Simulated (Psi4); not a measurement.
Single-point calculation of GeSiH3ClO (part 2 of 2)

GeSiH3ClO; PBE/def2-SVP, UKS, dispersion D3(BJ) (Psi4 1.11). 

Geometry of the input (Å):
```
Si 0.7186  0.0538  -1.3645
O  0.9687  -1.5699  -1.1641
Ge 0.6108  -2.8263  0.0266
Cl -0.9918  -0.9951  2.2776
H  1.3301  0.4350  -2.6616
H  -0.7347  0.3547  -1.3936
H  1.3649  0.8174  -0.2679
```

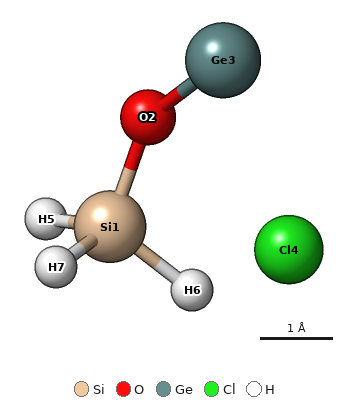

The input geometry (ball-and-stick view, seen at a tilt; atoms are numbered from 1 in the order of the input). Sticks mark near contacts.

What the program printed, continued
```
         ---------------------------------------------------------
                                   SCF
                              UKS Reference
                        1 Threads,   1525 MiB Core
         ---------------------------------------------------------

  ==> Geometry <==

    Molecular point group: c1
    Full point group: C1

    Geometry (in Angstrom), charge = 0, multiplicity = 1:

       Center              X                  Y                   Z               Mass
    ------------   -----------------  -----------------  -----------------  -----------------
         SI           0.410400318236     1.758304991020    -1.495756543446    27.976926534650
         O            0.660500318236     0.134604991020    -1.295356543446    15.994914619570
         GE           0.302600318236    -1.121795008980    -0.104656543446    73.921177761000
         CL          -1.299978681764     0.709380991020     2.146364456554    34.968852682000
         H            1.021900318236     2.139504991020    -2.792856543446     1.007825032230
         H           -1.042899681764     2.059204991020    -1.524856543446     1.007825032230
         H            1.056700318236     2.521904991020    -0.399156543446     1.007825032230

  Running in c1 symmetry.

  Rotational constants: A =      0.07552  B =      0.05032  C =      0.03052 [cm^-1]
  Rotational constants: A =   2264.09909  B =   1508.65225  C =    915.10146 [MHz]
  Nuclear repulsion =  361.434668025251653

  Charge       = 0
  Multiplicity = 1
  Electrons    = 74
  Nalpha       = 37
  Nbeta        = 37

  ==> Algorithm <==

  SCF Algorithm Type is DF.
  DIIS enabled.
  MOM disabled.
  Fractional occupation disabled.
  Guess Type is READ.
  Energy threshold   = 1.00e-06
  Density threshold  = 1.00e-06
  Integral threshold = 1.00e-12

  ==> Primary Basis <==

  Basis Set: DEF2-SVP
    Blend: DEF2-SVP
    Number of shells: 43
    Number of basis functions: 97
    Number of Cartesian functions: 103
    Spherical Harmonics?: true
    Max angular momentum: 2

  ==> DFT Potential <==

   => LibXC <=

    Version 7.1.2

   => Composite Functional: PBE-D3BJ2B <=

    PBE GGA Exchange-Correlation Functional

    Deriv               =              1
    GGA                 =           TRUE
    Meta                =          FALSE

    Exchange Hybrid     =          FALSE
    MP2 Hybrid          =          FALSE

   => Exchange Functionals <=

    1.0000     XC_GGA_X_PBE

   => Correlation Functionals <=

    1.0000     XC_GGA_C_PBE

   => LibXC Density Thresholds  <==

    XC_GGA_C_PBE:  1.00E-12
    XC_GGA_X_PBE:  1.00E-15

   => Molecular Quadrature <=

    Radial Scheme          =       TREUTLER
    Pruning Scheme         =           NONE
    Nuclear Scheme         =       TREUTLER

    Blocking Scheme        =         OCTREE
    BS radius alpha        =              1
    Pruning alpha          =              1
    Radial Points          =             75
    Spherical Points       =            302
    Total Points           =         150128
    Total Blocks           =           1191
    Max Points             =            256
    Max Functions          =             90
    Weights Tolerance      =       1.00E-15

   => Loading Basis Set <=

    Name: (DEF2-SVP AUX)
    Role: JKFIT
    Keyword: DF_BASIS_SCF

   => Loading Basis Set <=

    Name: DEF2-SVP
    Role: ORBITAL
    Keyword: BASIS

  Reading orbitals from file scr/calc.default.4131.180.npy, no projection.

  ==> Integral Setup <==

  DFHelper Memory: AOs need 0.047 GiB; user supplied 0.838 GiB.
  SCF_SUBTYPE=INCORE selected. In-core MEM_DF algorithm will be used.
  Using in-core AOs.

  ==> MemDFJK: Density-Fitted J/K Matrices <==

    J tasked:                   Yes
    K tasked:                    No
    wK tasked:                   No
    Memory [MiB]:               858
    Algorithm:                 Core
    Schwarz Cutoff:           1E-12
    Mask sparsity (%):       8.4600
    Fitting Condition:        1E-10

   => Auxiliary Basis Set <=

  Basis Set: (DEF2-SVP AUX)
    Blend: DEF2-UNIVERSAL-JKFIT
    Number of shells: 179
    Number of basis functions: 653
    Number of Cartesian functions: 834
    Spherical Harmonics?: true
    Max angular momentum: 5

  Cached 100.0% of DFT collocation blocks in 0.279 [GiB].

  Minimum eigenvalue in the overlap matrix is 1.2378596966E-02.
  Reciprocal condition number of the overlap matrix is 2.8859378009E-03.
    Using symmetric orthogonalization.

  ==> Pre-Iterations <==

  SCF Guess: Orbitals guess was supplied from a previous computation.

   -------------------------------------------------------
    Irrep   Nso     Nmo     Nalpha   Nbeta   Ndocc  Nsocc
   -------------------------------------------------------
     A         97      97      37      37      37       0
   -------------------------------------------------------
    Total      97      97      37      37      37       0
   -------------------------------------------------------

  ==> Iterations <==

                           Total Energy        Delta E     RMS |[F,P]|

   @DF-UKS iter   0: -2902.40470461092355   -2.90240e+03   3.47500e-03
   @DF-UKS iter   1: -2901.06067525987237    1.34403e+00   1.14337e-02 DIIS/ADIIS
   @DF-UKS iter   2: -2897.82946496182922    3.23121e+00   2.42962e-02 DIIS/ADIIS
   @DF-UKS iter   3: -2902.04669885728845   -4.21723e+00   7.83145e-03 DIIS/ADIIS
   @DF-UKS iter   4: -2901.94854099063923    9.81579e-02   1.07247e-02 DIIS/ADIIS
   @DF-UKS iter   5: -2902.42174302756894   -4.73202e-01   2.18082e-03 DIIS/ADIIS
   @DF-UKS iter   6: -2902.40025283837485    2.14902e-02   2.84477e-03 DIIS/ADIIS
   @DF-UKS iter   7: -2902.24527713650969    1.54976e-01   5.31563e-03 DIIS/ADIIS
   @DF-UKS iter   8: -2902.41235001778159   -1.67073e-01   2.35995e-03 DIIS/ADIIS
   @DF-UKS iter   9: -2902.46188125052231   -4.95312e-02   2.53505e-04 DIIS/ADIIS
   @DF-UKS iter  10: -2902.46241521743286   -5.33967e-04   4.13213e-05 DIIS
   @DF-UKS iter  11: -2902.46242572142864   -1.05040e-05   1.87508e-05 DIIS
   @DF-UKS iter  12: -2902.46242961349208   -3.89206e-06   4.43272e-06 DIIS
   @DF-UKS iter  13: -2902.46242992906355   -3.15571e-07   9.70001e-07 DIIS
  Energy and wave function converged.

  ==> Post-Iterations <==

   Electrons on quadrature grid:
      Nalpha   =   36.9999878578 ; deviation = -1.214e-05
      Nbeta    =   36.9999878703 ; deviation = -1.213e-05
      Ntotal   =   73.9999757281 ; deviation = -2.427e-05

   @Spin Contamination Metric:   3.268015902E-07
   @S^2 Expected:                0.000000000E+00
   @S^2 Observed:                3.268015902E-07
   @S   Expected:                0.000000000E+00
   @S   Observed:                0.000000000E+00

    Orbital Energies [Eh]
    ---------------------

    Alpha Occupied:

       1A   -397.106805     2A   -100.551217     3A    -65.443294
       4A    -49.237381     5A    -43.865432     6A    -43.864785
       7A    -43.863080     8A    -18.814596     9A     -9.082742
      10A     -6.911347    11A     -6.905353    12A     -6.903736
      13A     -6.057942    14A     -5.095830    15A     -4.278263
      16A     -4.275775    17A     -4.271627    18A     -3.513003
      19A     -3.508705    20A     -3.508548    21A     -1.183089
      22A     -1.180841    23A     -1.179826    24A     -1.178170
      25A     -1.176006    26A     -0.926021    27A     -0.625439
      28A     -0.558071    29A     -0.458963    30A     -0.382438
      31A     -0.380098    32A     -0.358457    33A     -0.301533
      34A     -0.301361    35A     -0.220221    36A     -0.195704
      37A     -0.192302

    Alpha Virtual:

      38A     -0.158419    39A     -0.133988    40A     -0.050652
      41A      0.015133    42A      0.041033    43A      0.042705
      44A      0.064436    45A      0.110318    46A      0.209047
      47A      0.251973    48A      0.266832    49A      0.280994
      50A      0.283102    51A      0.297406    52A      0.307626
      53A      0.310156    54A      0.348358    55A      0.360982
      56A      0.404994    57A      0.410049    58A      0.470041
      59A      0.484814    60A      0.518174    61A      0.541109
      62A      0.556715    63A      0.599468    64A      0.798281
      65A      0.801574    66A      0.804863    67A      0.806837
      68A      0.811964    69A      0.815765    70A      0.834170
      71A      0.839867    72A      0.902838    73A      0.928852
      74A      0.997384    75A      1.019736    76A      1.047817
      77A      1.216499    78A      1.289783    79A      1.297589
      80A      1.454700    81A      1.501165    82A      1.608598
      83A      1.637448    84A      1.666252    85A      1.911881
      86A      2.095271    87A      2.101432    88A      2.166199
      89A      2.196863    90A      2.237169    91A      2.240414
      92A      2.282570    93A      2.512658    94A      2.525056
      95A      2.580568    96A      2.892776    97A      2.984330

    Beta Occupied:

       1A   -397.106806     2A   -100.551212     3A    -65.443294
       4A    -49.237381     5A    -43.865433     6A    -43.864785
       7A    -43.863080     8A    -18.814595     9A     -9.082736
      10A     -6.911336    11A     -6.905345    12A     -6.903733
      13A     -6.057943    14A     -5.095830    15A     -4.278264
      16A     -4.275776    17A     -4.271627    18A     -3.513003
      19A     -3.508705    20A     -3.508548    21A     -1.183090
      22A     -1.180845    23A     -1.179830    24A     -1.178172
      25A     -1.176009    26A     -0.926022    27A     -0.625405
      28A     -0.558079    29A     -0.458970    30A     -0.382442
      31A     -0.380099    32A     -0.358469    33A     -0.301534
      34A     -0.301363    35A     -0.220194    36A     -0.195679
      37A     -0.192289

    Beta Virtual:

      38A     -0.158445    39A     -0.134013    40A     -0.050660
      41A      0.015129    42A      0.041033    43A      0.042704
      44A      0.064435    45A      0.110305    46A      0.209043
      47A      0.251963    48A      0.266828    49A      0.280980
      50A      0.283074    51A      0.297395    52A      0.307582
      53A      0.310127    54A      0.348344    55A      0.360967
      56A      0.404989    57A      0.410045    58A      0.470040
      59A      0.484812    60A      0.518170    61A      0.541104
      62A      0.556719    63A      0.599461    64A      0.798331
      65A      0.801609    66A      0.804908    67A      0.806858
      68A      0.811988    69A      0.815766    70A      0.834171
      71A      0.839869    72A      0.902860    73A      0.928861
      74A      0.997401    75A      1.019736    76A      1.047823
      77A      1.216498    78A      1.289781    79A      1.297590
      80A      1.454700    81A      1.501165    82A      1.608598
      83A      1.637448    84A      1.666252    85A      1.911882
      86A      2.095272    87A      2.101432    88A      2.166191
      89A      2.196842    90A      2.237148    91A      2.240406
      92A      2.282556    93A      2.512658    94A      2.525055
      95A      2.580569    96A      2.892774    97A      2.984330

    Final Occupation by Irrep:
              A
    DOCC [    37 ]
    SOCC [     0 ]
    NA   [    37 ]
    NB   [    37 ]

  @DF-UKS Final Energy: -2902.46242992906355

   => Energetics <=

    Nuclear Repulsion Energy =            361.4346680252516535
    One-Electron Energy =               -4755.6590758229431231
    Two-Electron Energy =                1628.8634289107790210
    DFT Exchange-Correlation Energy =    -137.0953592891011112
    Empirical Dispersion Energy =          -0.0060917530503497
    VV10 Nonlocal Energy =                  0.0000000000000000
    Total Energy =                      -2902.4624299290635463

  UHF NO Occupations:
  HONO-2 :   35  A 2.0000000
  HONO-1 :   36  A 1.9999999
  HONO-0 :   37  A 1.9999999
  LUNO+0 :   38  A 0.0000001
  LUNO+1 :   39  A 0.0000001
  LUNO+2 :   40  A 0.0000000
  LUNO+3 :   41  A 0.0000000

Computation Completed

Properties will be evaluated at   0.000000,   0.000000,   0.000000 [a0]

Properties computed using the SCF density matrix

 Multipole Moments:

 ------------------------------------------------------------------------------------
     Multipole            Electronic (a.u.)      Nuclear  (a.u.)        Total (a.u.)
 ------------------------------------------------------------------------------------

 L = 1.  Multiply by 2.5417464519 to convert [e a0] to [Debye]
 Dipole X            :          1.7642455           -0.6635196            1.1007260
 Dipole Y            :        -17.2900849           16.2058402           -1.0842447
 Dipole Z            :          3.8271769           -5.4445414           -1.6173645
 Magnitude           :                                                    2.2367503

 ------------------------------------------------------------------------------------

	total time  =          9 seconds =       0.15 minutes

  Variable Map:
  ----------------------------------------------------------------------------
  "CURRENT ENERGY"                          =>   -2902.462429929064
  "CURRENT REFERENCE ENERGY"                =>   -2902.462429929064
  "DD SOLVATION ENERGY"                     =>       0.000000000000
  "DFT FUNCTIONAL TOTAL ENERGY"             =>   -2902.456338176013
  "DFT TOTAL ENERGY"                        =>   -2902.462429929064
  "DFT VV10 ENERGY"                         =>       0.000000000000
  "DFT XC ENERGY"                           =>    -137.095359289101
  "DISPERSION CORRECTION ENERGY"            =>      -0.006091753050
  "GRID ELECTRONS ALPHA"                    =>      36.999987857850
  "GRID ELECTRONS BETA"                     =>      36.999987870291
  "GRID ELECTRONS TOTAL"                    =>      73.999975728140
  "NUCLEAR REPULSION ENERGY"                =>     361.434668025252
  "ONE-ELECTRON ENERGY"                     =>   -4755.659075822943
  "PBE-D3(BJ) DISPERSION CORRECTION ENERGY" =>      -0.006091753050
  "PCM POLARIZATION ENERGY"                 =>       0.000000000000
  "PE ENERGY"                               =>       0.000000000000
  "SCF ITERATION ENERGY"                    =>   -2902.462429929064
  "SCF ITERATIONS"                          =>      13.000000000000
  "SCF TOTAL ENERGY"                        =>   -2902.462429929064
  "TWO-ELECTRON ENERGY"                     =>    1628.863428910779
  "XC GRID RADIAL POINTS"                   =>      75.000000000000
  "XC GRID SPHERICAL POINTS"                =>     302.000000000000
  "XC GRID TOTAL POINTS"                    =>  150128.000000000000

  Array Variable Map:
  ----------------------------------------------------------------------------
  "CURRENT DIPOLE"                          =>       1.100725950639 ... -1.617364512341 1 by 3
  "SCF DIPOLE"                              =>       1.100725950639 ... -1.617364512341 1 by 3
  "SCF TOTAL ENERGIES"                      =>   -2902.404704610924 ... -2902.462429929064 1 by 14

    Psi4 run time: 0:00:16.41
```
